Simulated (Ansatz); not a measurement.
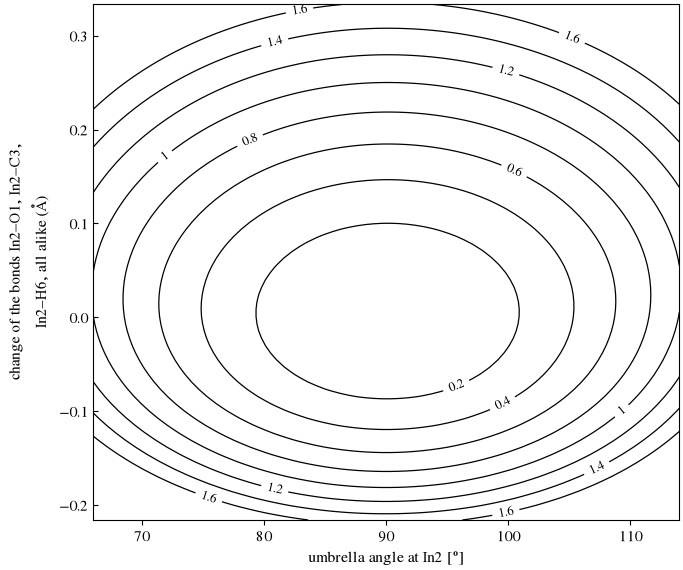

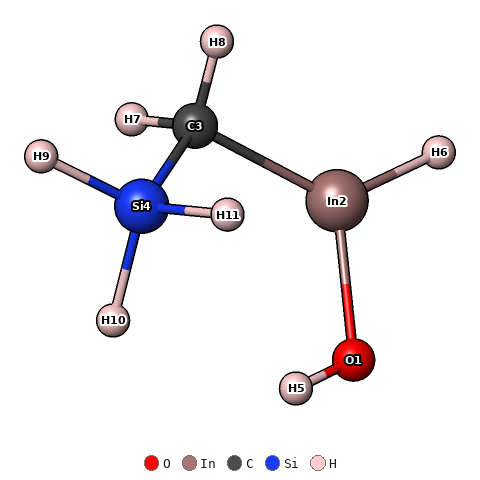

Energy landscape of CH7InOSi, SMILES [OH][InH][CH2][SiH3]. 
- First axis: umbrella angle at In2 (between each of its bonds and their common axis; 90 is planar). Second axis: change of the bonds In2–O1, In2–C3, In2–H6, all alike.
- Nothing is relaxed (all other coordinates rigid).
- Grid: 9 × 9 points.
- Points are written as (first, second).
- Energies are in eV, from the relaxed molecule at the same level.
- Method: RKS PBE0-D4/def2-SVP in Ansatz.

The picture shows contour lines labelled in eV (none above 1.6). Between grid points the surface is interpolated. The second picture is the structure at the lowest point.

> Where are the wells?

The lowest grid point is at (90°, −0.010 Å), 0.0024 eV from the relaxed molecule at the same level. It is the only kind of minimum in the scanned range. The highest grid point, (114°, −0.216 Å), lies 2.87 eV above the lowest. Round the minimum the two coordinates are nearly uncoupled.

The input of one point:

```yaml
crystal:
  periodic: [false, false, false]
  atoms:
    - { symbol: O, position_ang: [-2.09833, 1.399646, 0.300462] }
    - { symbol: In, position_ang: [-0.905778, 0.374641, 1.531149] }
    - { symbol: C, position_ang: [0.593432, -0.798033, 0.512582] }
    - { symbol: Si, position_ang: [0.905142, -0.21206, -1.236779] }
    - { symbol: H, position_ang: [-1.897772, 1.2624, -0.632285] }
    - { symbol: H, position_ang: [-1.291706, 0.614132, 3.174226] }
    - { symbol: H, position_ang: [0.235529, -1.842165, 0.509078] }
    - { symbol: H, position_ang: [1.517563, -0.775606, 1.112811] }
    - { symbol: H, position_ang: [1.913971, -1.049908, -1.959887] }
    - { symbol: H, position_ang: [-0.366794, -0.248271, -2.028257] }
    - { symbol: H, position_ang: [1.396662, 1.201814, -1.231037] }
basis:
  gaussian: { orbitals: def2-SVP }
hamiltonian:
  xc: pbe0
  dispersion: d4
output:
  forces: true
```

Each point was launched as `ansatz run input.yaml --threads 1 --pin off --max-ram 2560MiB --backend cpu --events-out ev --progress --plain --runs-dir out`. The whole map (81 points run) took 11 min on 1 thread of Arm Neoverse V1, on a shared host.
